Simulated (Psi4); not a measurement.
Run report: SiNH$_{3}$Cl, property calculation

- system: SiNH$_{3}$Cl, multiplicity 2, SMILES [NH][SiH2]Cl
- method: B97-D3(BJ)/aug-cc-pVDZ, UKS, ZORA (Psi4 1.11)

The geometry comes from this level: PBE0-D4/def2-TZVP.

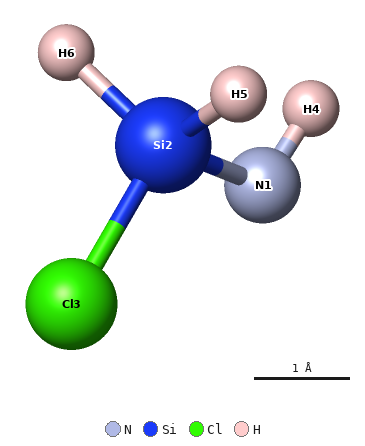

*The structure as given in the input (ball-and-stick view, seen at a tilt; atoms are numbered from 1 in the order of the input).*

Results in brief

```csv
quantity,value
outcome,converged
total energy,−809.320491 hartree
dispersion energy,−0.011547 hartree
basis functions,104
⟨S²⟩,0.755
dipole moment,2.41 D
hardware,"1 thread of Intel Xeon (Granite Rapids), 192 GiB of memory available, shared host"
wall time,28 s
peak memory,0.86 GiB
```

Input (job.py)
```python
import psi4

psi4.set_memory(1600000000)
psi4.set_num_threads(1)
psi4.set_output_file('run.log', False)

molecule = psi4.geometry("""
0 2
N
Si 1 1.739361
Cl 2 2.04282 1 109.19233
H 1 1.023417 2 112.35578 3 -179.99727
H 2 1.48478 1 110.17831 4 -61.55358
H 2 1.484768 5 111.23878 1 -122.48492
""")

psi4.set_options({
    'basis': 'aug-cc-pVDZ',
    'reference': 'uks',
    'scf_type': 'df',
    'relativistic': 'zora',
})

e, wfn = psi4.energy('B97-D3BJ', molecule=molecule, return_wfn=True)
psi4.oeprop(wfn, 'NO_OCCUPATIONS', 'WIBERG_LOWDIN_INDICES', 'MULTIPOLE(3)')
print(f'total energy {e:.8f} hartree = {e * 27.211386:.5f} eV')
```

Launch command:
```bash
python job.py
```

What the program printed
```
h
    h
    h

    -----------------------------------------------------------------------

    Memory:     1.5 GiB
    Threads:    1
                ecpint, einsums, f̶o̶r̶t̶e̶, gauxc, gcp, g̶d̶m̶a̶, geometric, g̶p̶u̶_̶d̶f̶c̶c̶,
                i̶n̶t̶e̶g̶r̶a̶t̶o̶r̶x̶x̶, i̶p̶i̶, libefp, m̶d̶i̶, m̶p̶2̶d̶, m̶r̶c̶c̶, ooo,
                o̶p̶e̶n̶f̶e̶r̶m̶i̶o̶n̶p̶s̶i̶4̶, pcmsolver, p̶s̶i̶4̶f̶o̶c̶k̶c̶i̶, p̶s̶i̶x̶a̶s̶,
                p̶y̶e̶i̶n̶s̶u̶m̶s̶, r̶e̶s̶p̶, s̶i̶m̶i̶n̶t̶, s̶n̶s̶m̶p̶2̶,
                v̶2̶r̶d̶m̶_̶c̶a̶s̶s̶c̶f̶

Relativistic analytic gradients are not implemented yet, re-routing to finite differences.

   => Loading Basis Set <=

    Name: AUG-CC-PVDZ
    Role: ORBITAL
    Keyword: BASIS

   => B97-D3BJ: Empirical Dispersion <=

        s6 =       1.000000
        s8 =       2.260900
        a1 =       0.554500
        a2 =       3.229700

         ---------------------------------------------------------
                                   SCF
                              UKS Reference
                        1 Threads,   1525 MiB Core
         ---------------------------------------------------------

  ==> Geometry <==

    Molecular point group: c1
    Full point group: C1

    Geometry (in Angstrom), charge = 0, multiplicity = 2:

       Center              X                  Y                   Z               Mass
    ------------   -----------------  -----------------  -----------------  -----------------
         N           -0.000001204637     0.814941501663    -1.714529905553    14.003074004430
         SI          -0.000001204637     0.814941501663     0.024831094447    27.976926534650
         CL          -0.000001204637    -1.114339351441     0.696388197190    34.968852682000
         H            0.000043893561     1.761438338124    -2.103793431233     1.007825032230
         H            1.225414921485     1.478729631845     0.536995408385     1.007825032230
         H           -1.225366839352     1.478829660642     0.536951771095     1.007825032230

  Running in c1 symmetry.

  Rotational constants: A =      0.67067  B =      0.13712  C =      0.11870 [cm^-1]
  Rotational constants: A =  20106.31975  B =   4110.89238  C =   3558.54173 [MHz]
  Nuclear repulsion =  140.520305930052530

  Charge       = 0
  Multiplicity = 2
  Electrons    = 41
  Nalpha       = 21
  Nbeta        = 20

  ==> Algorithm <==

  SCF Algorithm Type is DF.
  DIIS enabled.
  MOM disabled.
  Fractional occupation disabled.
  Guess Type is SAD.
  Energy threshold   = 1.00e-06
  Density threshold  = 1.00e-06
  Integral threshold = 1.00e-12

  ==> Primary Basis <==

  Basis Set: AUG-CC-PVDZ
    Blend: AUG-CC-PVDZ
    Number of shells: 46
    Number of basis functions: 104
    Number of Cartesian functions: 110
    Spherical Harmonics?: true
    Max angular momentum: 2

  ==> DFT Potential <==

   => LibXC <=

    Version 7.1.2

   => Composite Functional: B97-D3BJ <=

    B97-D3BJ GGA Exchange-Correlation Functional

    Deriv               =              1
    GGA                 =           TRUE
    Meta                =          FALSE

    Exchange Hybrid     =          FALSE
    MP2 Hybrid          =          FALSE

   => Exchange-Correlation Functionals <=

    1.0000       Becke 97-D

   => LibXC Density Thresholds  <==

    XC_GGA_XC_B97_D:  1.00E-14

   => Molecular Quadrature <=

    Radial Scheme          =       TREUTLER
    Pruning Scheme         =           NONE
    Nuclear Scheme         =       TREUTLER

    Blocking Scheme        =         OCTREE
    BS radius alpha        =              1
    Pruning alpha          =              1
    Radial Points          =             75
    Spherical Points       =            302
    Total Points           =         131851
    Total Blocks           =           1062
    Max Points             =            256
    Max Functions          =            104
    Weights Tolerance      =       1.00E-15

   => Loading Basis Set <=

    Name: (AUG-CC-PVDZ AUX)
    Role: JKFIT
    Keyword: DF_BASIS_SCF

  ==> Integral Setup <==

  DFHelper Memory: AOs need 0.038 GiB; user supplied 0.741 GiB.
  SCF_SUBTYPE=INCORE selected. In-core MEM_DF algorithm will be used.
  Using in-core AOs.

  ==> MemDFJK: Density-Fitted J/K Matrices <==

    J tasked:                   Yes
    K tasked:                    No
    wK tasked:                   No
    Memory [MiB]:               758
    Algorithm:                 Core
    Schwarz Cutoff:           1E-12
    Mask sparsity (%):       0.0000
    Fitting Condition:        1E-10

   => Auxiliary Basis Set <=

  Basis Set: (AUG-CC-PVDZ AUX)
    Blend: AUG-CC-PVDZ-JKFIT
    Number of shells: 144
    Number of basis functions: 438
    Number of Cartesian functions: 506
    Spherical Harmonics?: true
    Max angular momentum: 3

  Cached 100.0% of DFT collocation blocks in 0.377 [GiB].

 OEINTS: Using relativistic (ZORA) kinetic integrals.

        ____  ____  ___  ___
       /_  / / __ \/ _ \/ _ |
        / /_/ /_/ / , _/ __ |
       /___/\____/_/|_/_/ |_|
      ========================

  ==> ZORA Details <==
    Total number of grid points: 1472669
    Total number of batches: 9854
    Using 1 thread(s)

  Minimum eigenvalue in the overlap matrix is 4.2993422019E-04.
  Reciprocal condition number of the overlap matrix is 5.1795575046E-05.
    Using symmetric orthogonalization.

  ==> Pre-Iterations <==

  SCF Guess: Superposition of Atomic Densities via on-the-fly atomic UHF (no occupation information).

   -------------------------
    Irrep   Nso     Nmo
   -------------------------
     A        104     104
   -------------------------
    Total     104     104
   -------------------------

  ==> Iterations <==

                           Total Energy        Delta E     RMS |[F,P]|

   @DF-UKS iter SAD:  -808.92938376498739   -8.08929e+02   0.00000e+00
   @DF-UKS iter   1:  -808.49072779204550    4.38656e-01   1.07455e-02 DIIS/ADIIS
   @DF-UKS iter   2:  -801.73051818842987    6.76021e+00   2.22565e-02 DIIS/ADIIS
   @DF-UKS iter   3:  -809.24371438328217   -7.51320e+00   3.56623e-03 DIIS/ADIIS
   @DF-UKS iter   4:  -809.29843967444003   -5.47253e-02   1.56657e-03 DIIS/ADIIS
   @DF-UKS iter   5:  -809.31673020006610   -1.82905e-02   7.03671e-04 DIIS/ADIIS
   @DF-UKS iter   6:  -809.32017180079276   -3.44160e-03   2.19817e-04 DIIS/ADIIS
   @DF-UKS iter   7:  -809.32044273359816   -2.70933e-04   8.56002e-05 DIIS
   @DF-UKS iter   8:  -809.32048228884014   -3.95552e-05   3.27223e-05 DIIS
   @DF-UKS iter   9:  -809.32049053139042   -8.24255e-06   8.40471e-06 DIIS
   @DF-UKS iter  10:  -809.32049112870345   -5.97313e-07   1.34018e-06 DIIS
   @DF-UKS iter  11:  -809.32049114608492   -1.73815e-08   4.43386e-07 DIIS
  Energy and wave function converged.

  ==> Post-Iterations <==

   Electrons on quadrature grid:
      Nalpha   =   21.0000078757 ; deviation = 7.876e-06
      Nbeta    =   19.9999981617 ; deviation = -1.838e-06
      Ntotal   =   41.0000060374 ; deviation = 6.037e-06

   @Spin Contamination Metric:   5.221890822E-03
   @S^2 Expected:                7.500000000E-01
   @S^2 Observed:                7.552218908E-01
   @S   Expected:                5.000000000E-01
   @S   Observed:                5.000000000E-01

    Orbital Energies [Eh]
    ---------------------

    Alpha Occupied:

       1A   -101.481132     2A    -65.853798     3A    -14.061519
       4A     -9.306340     5A     -7.083698     6A     -7.076819
       7A     -7.076623     8A     -5.194056     9A     -3.588265
      10A     -3.585817    11A     -3.584701    12A     -0.794720
      13A     -0.763175    14A     -0.500536    15A     -0.411625
      16A     -0.366873    17A     -0.362078    18A     -0.295291
      19A     -0.292301    20A     -0.276732    21A     -0.272544

    Alpha Virtual:

      22A     -0.030778    23A     -0.020501    24A     -0.006428
      25A      0.011533    26A      0.016862    27A      0.037456
      28A      0.039341    29A      0.049276    30A      0.062882
      31A      0.079700    32A      0.079746    33A      0.088312
      34A      0.093177    35A      0.108100    36A      0.118503
      37A      0.129030    38A      0.138252    39A      0.149521
      40A      0.156944    41A      0.186020    42A      0.191134
      43A      0.204964    44A      0.221474    45A      0.238260
      46A      0.256088    47A      0.281191    48A      0.307606
      49A      0.313255    50A      0.330504    51A      0.348569
      52A      0.376429    53A      0.404555    54A      0.406986
      55A      0.411020    56A      0.423799    57A      0.424118
      58A      0.441261    59A      0.471655    60A      0.484010
      61A      0.495530    62A      0.508596    63A      0.527172
      64A      0.559995    65A      0.576807    66A      0.607295
      67A      0.653674    68A      0.681333    69A      0.714538
      70A      0.720644    71A      0.731879    72A      0.776371
      73A      0.787228    74A      0.818537    75A      0.836943
      76A      0.887079    77A      0.921666    78A      1.008197
      79A      1.020970    80A      1.023313    81A      1.070358
      82A      1.109515    83A      1.165094    84A      1.168947
      85A      1.212410    86A      1.225455    87A      1.264778
      88A      1.444492    89A      1.527927    90A      1.591079
      91A      1.633428    92A      1.664110    93A      1.694614
      94A      1.735228    95A      1.846516    96A      1.929447
      97A      1.963497    98A      1.985992    99A      2.006519
     100A      2.179343   101A      2.213062   102A      2.288045
     103A      2.361923   104A      2.935460

    Beta Occupied:

       1A   -101.481176     2A    -65.854020     3A    -14.053367
       4A     -9.306366     5A     -7.083753     6A     -7.076873
       7A     -7.076667     8A     -5.194206     9A     -3.588452
      10A     -3.586180    11A     -3.584954    12A     -0.772921
      13A     -0.737398    14A     -0.494027    15A     -0.395665
      16A     -0.360031    17A     -0.356330    18A     -0.292931
      19A     -0.284193    20A     -0.253759

    Beta Virtual:

      21A     -0.191159    22A     -0.027830    23A     -0.018540
      24A     -0.004337    25A      0.013020    26A      0.020193
      27A      0.039560    28A      0.046464    29A      0.054258
      30A      0.063649    31A      0.082137    32A      0.082887
      33A      0.094379    34A      0.097095    35A      0.111604
      36A      0.120248    37A      0.130190    38A      0.146186
      39A      0.154083    40A      0.155190    41A      0.187708
      42A      0.192164    43A      0.204752    44A      0.216835
      45A      0.240790    46A      0.256237    47A      0.282513
      48A      0.307451    49A      0.315943    50A      0.329491
      51A      0.350980    52A      0.379030    53A      0.404733
      54A      0.409995    55A      0.411802    56A      0.423606
      57A      0.423956    58A      0.439172    59A      0.468657
      60A      0.484070    61A      0.496505    62A      0.510244
      63A      0.534332    64A      0.564881    65A      0.577588
      66A      0.607851    67A      0.669020    68A      0.684413
      69A      0.720798    70A      0.725420    71A      0.734967
      72A      0.783213    73A      0.790357    74A      0.821249
      75A      0.841691    76A      0.886957    77A      0.925904
      78A      1.011218    79A      1.023292    80A      1.066611
      81A      1.081871    82A      1.117021    83A      1.172237
      84A      1.173701    85A      1.214389    86A      1.225591
      87A      1.266499    88A      1.444475    89A      1.534806
      90A      1.599499    91A      1.636782    92A      1.678247
      93A      1.699195    94A      1.741676    95A      1.852543
      96A      1.940913    97A      1.987153    98A      1.993292
      99A      2.029089   100A      2.238799   101A      2.273684
     102A      2.349099   103A      2.386033   104A      2.955657

    Final Occupation by Irrep:
              A
    DOCC [    20 ]
    SOCC [     1 ]
    NA   [    21 ]
    NB   [    20 ]

  @DF-UKS Final Energy:  -809.32049114608492

   => Energetics <=

    Nuclear Repulsion Energy =            140.5203059300525297
    One-Electron Energy =               -1395.8787393067009361
    Two-Electron Energy =                 503.2874683497993260
    DFT Exchange-Correlation Energy =     -57.2379786195710381
    Empirical Dispersion Energy =          -0.0115474996647848
    VV10 Nonlocal Energy =                  0.0000000000000000
    Total Energy =                       -809.3204911460849189

  UHF NO Occupations:
  HONO-2 :   19  A 1.9992912
  HONO-1 :   20  A 1.9990308
  HONO-0 :   21  A 1.0000000
  LUNO+0 :   22  A 0.0009692
  LUNO+1 :   23  A 0.0007088
  LUNO+2 :   24  A 0.0004661
  LUNO+3 :   25  A 0.0004389

Computation Completed

Properties will be evaluated at   0.000000,   0.000000,   0.000000 [a0]

Properties computed using the SCF density matrix

 Multipole Moments:

 ------------------------------------------------------------------------------------
     Multipole            Electronic (a.u.)      Nuclear  (a.u.)        Total (a.u.)
 ------------------------------------------------------------------------------------

 L = 1.  Multiply by 2.5417464519 to convert [e a0] to [Debye]
 Dipole X            :         -0.0000814            0.0000873            0.0000059
 Dipole Y            :         -4.5115101            5.4594191            0.9479091
 Dipole Z            :          1.6493259           -1.5974250            0.0519009
 Magnitude           :                                                    0.9493289

 ------------------------------------------------------------------------------------

	total time  =         27 seconds =       0.45 minutes

Properties will be evaluated at   0.000000,   0.000000,   0.000000 [a0]
OEProp: No title given, name of density matrix used for the following properties is 'SCF alpha density'

 Multipole Moments:

 ------------------------------------------------------------------------------------
     Multipole            Electronic (a.u.)      Nuclear  (a.u.)        Total (a.u.)
 ------------------------------------------------------------------------------------

 L = 1.  Multiply by 2.5417464519 to convert [e a0] to [Debye]
 Dipole X            :         -0.0000814            0.0000873            0.0000059
 Dipole Y            :         -4.5115101            5.4594191            0.9479091
 Dipole Z            :          1.6493259           -1.5974250            0.0519009
 Magnitude           :                                                    0.9493289

 L = 2.  Multiply by 1.3450342976 to convert [e a0^2] to [Debye ang]
 Quadrupole XX       :        -35.1134866           10.7244991          -24.3889875
 Quadrupole XY       :         -0.0001136            0.0001002           -0.0000134
 Quadrupole XZ       :         -0.0000988           -0.0000474           -0.0001462
 Quadrupole YY       :       -174.0840735          151.8872198          -22.1968537
 Quadrupole YZ       :         86.8173801          -88.5880369           -1.7706568
 Quadrupole ZZ       :       -146.5896051          120.8191603          -25.7704448
 Traceless XX        :         83.4822351          -83.7524606           -0.2702255
 Traceless YY        :        -55.4883518           57.4102601            1.9219083
 Traceless ZZ        :        -27.9938833           26.3422005           -1.6516828

 L = 3.  Multiply by 0.7117614979 to convert [e a0^3] to [Debye ang^2]
 Octupole XXX        :         -0.0017853            0.0014617           -0.0003236
 Octupole XXY        :        -36.0265928           29.9694898           -6.0571030
 Octupole XXZ        :        -10.4472473           10.8825034            0.4352561
 Octupole XYY        :          0.0012067           -0.0011028            0.0001038
 Octupole XYZ        :          0.0001948           -0.0005661           -0.0003713
 Octupole XZZ        :         -0.0010742            0.0015577            0.0004835
 Octupole YYY        :         -9.2086865           -1.5183180          -10.7270045
 Octupole YYZ        :        -26.0414563           18.7733295           -7.2681268
 Octupole YZZ        :       -106.3917723          109.5810387            3.1892664
 Octupole ZZZ        :        269.3275531         -260.0846802            9.2428729

 ------------------------------------------------------------------------------------

  Wiberg Bond Indices using Orthogonal Lowdin Orbitals:

  Total Bond Index:
  Irrep: 1 Size: 6 x 6

                 1                   2                   3                   4                   5

    1     0.00000000000000     1.58077421708124     0.16427602360575     1.41202126685647     0.16860495206670
    2     1.58077421708124     0.00000000000000     1.87207231899244     0.22879986695885     0.91438557257873
    3     0.16427602360575     1.87207231899244     0.00000000000000     0.02574119798824     0.13141535089008
    4     1.41202126685647     0.22879986695885     0.02574119798824     0.00000000000000     0.02093554487555
    5     0.16860495206670     0.91438557257873     0.13141535089008     0.02093554487555     0.00000000000000
    6     0.16861088697395     0.91439111285265     0.13140362713394     0.02093630498252     0.11072084820348

                 6

    1     0.16861088697395
    2     0.91439111285265
    3     0.13140362713394
    4     0.02093630498252
    5     0.11072084820348
    6     0.00000000000000

  Alpha Contribution:
  Irrep: 1 Size: 6 x 6

                 1                   2                   3                   4                   5

    1     0.00000000000000     0.83531099681144     0.08097550299748     0.75681535790559     0.07485157318016
    2     0.83531099681144     0.00000000000000     0.93644394672275     0.11291569194876     0.47095774679402
    3     0.08097550299748     0.93644394672275     0.00000000000000     0.01240946399332     0.06597266618705
    4     0.75681535790559     0.11291569194876     0.01240946399332     0.00000000000000     0.00889728468167
    5     0.07485157318016     0.47095774679402     0.06597266618705     0.00889728468167     0.00000000000000
    6     0.07485493450926     0.47096047806667     0.06596673016760     0.00889769568805     0.05809963707775

                 6

    1     0.07485493450926
    2     0.47096047806667
    3     0.06596673016760
    4     0.00889769568805
    5     0.05809963707775
    6     0.00000000000000

  Beta Contribution:
  Irrep: 1 Size: 6 x 6

                 1                   2                   3                   4                   5

    1     0.00000000000000     0.74546322026979     0.08330052060827     0.65520590895088     0.09375337888654
    2     0.74546322026979     0.00000000000000     0.93562837226970     0.11588417501009     0.44342782578471
    3     0.08330052060827     0.93562837226970     0.00000000000000     0.01333173399492     0.06544268470304
    4     0.65520590895088     0.11588417501009     0.01333173399492     0.00000000000000     0.01203826019388
    5     0.09375337888654     0.44342782578471     0.06544268470304     0.01203826019388     0.00000000000000
    6     0.09375595246469     0.44343063478598     0.06543689696634     0.01203860929447     0.05262121112573

                 6

    1     0.09375595246469
    2     0.44343063478598
    3     0.06543689696634
    4     0.01203860929447
    5     0.05262121112573
    6     0.00000000000000

  Atomic Valences:

 #  #
 Irrep: 1
      1:    3.494287346584103
      2:    5.510423088463913
      3:    2.324908518610445
      4:    1.708434181661631
      5:    1.346062268614549
      6:    1.346062780146535

  Natural Orbital Occupations:

  Alpha Occupations:
  HONO-2 :   19  A    1.000
  HONO-1 :   20  A    1.000
  HONO-0 :   21  A    1.000
  LUNO+0 :   22  A    0.000
  LUNO+1 :   23  A    0.000
  LUNO+2 :   24  A    0.000
  LUNO+3 :   25  A    0.000

  Beta Occupations:
  HONO-2 :   18  A    1.000
  HONO-1 :   19  A    1.000
  HONO-0 :   20  A    1.000
  LUNO+0 :   21  A    0.000
  LUNO+1 :   22  A    0.000
  LUNO+2 :   23  A    0.000
  LUNO+3 :   24  A    0.000

  Total Occupations:
  HONO-2 :   18  A    2.000
  HONO-1 :   19  A    2.000
  HONO-0 :   20  A    2.000
  LUNO+0 :   21  A    1.000
  LUNO+1 :   22  A    0.000
  LUNO+2 :   23  A    0.000
  LUNO+3 :   24  A    0.000
```

Standard output
```
total energy -809.32049115 hartree = -22022.73228 eV
```
